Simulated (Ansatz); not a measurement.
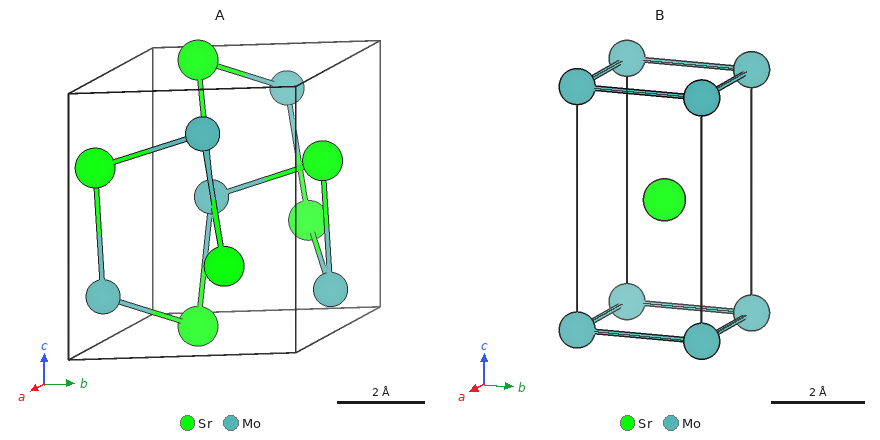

Two structures of SrMo, each relaxed to rest (conventional cells in solid outline, small ones repeated, not to one scale). Method: Ansatz 0.2.0, DFT PBE, scalar-relativistic, plane waves, PAW, without spin polarisation.

**Give the type and space group of each.**

A: 6 atoms a cell on a primitive hexagonal lattice, P3_221. B: 2 atoms a cell on a primitive tetragonal lattice, P4/mmm.

**Which structure is more stable?**

B is lower, by 443 meV/atom at this level of theory (energies at zero smearing). Volumes: A 25.7, B 23.0 Å³/atom.

One or both may be structure types tried for this composition rather than known phases.
